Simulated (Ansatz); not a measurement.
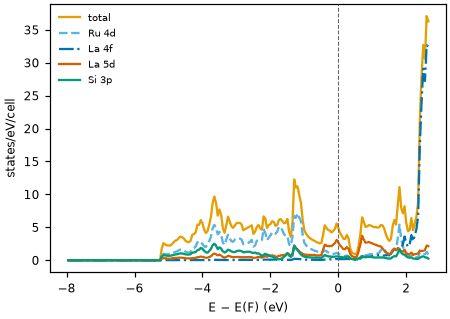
Fig. 1. Total and projected density of states of LaSiRu in space group P4/nmm (No. 129; La on 2c, Si on 2c, Ru on 2a), r²SCAN in the plane-wave PAW code Ansatz

**Question.** Which orbitals carry the states next to the Fermi level?

**Answer.** Within 0.5 eV of the Fermi level: La 5d 50 %, Ru 4d 23 %, Si 3p 13 %. Projections are on Löwdin-orthogonalised atomic valence shells; empty p or d shells of many metals are not among them.

**Question.** Where is the tallest occupied peak in this window, and what makes it?

**Answer.** Near -1.3 eV, about 12 states/eV per cell; the largest projected share is Ru 4d.

The workflow started from a Materials Project entry (that database holds measured and hypothetical structures alike); the Crystallography Open Database files this formula in space group No. 129, but the cells were not matched. Whether it is the stable phase at ambient conditions was not checked. Symmetry was held in the r²SCAN relaxation; its stability against distortions is not shown here. No spin polarisation was allowed. Spin–orbit coupling is left out wherever it is not named.

Potentials: the later of the program's two PAW sets.
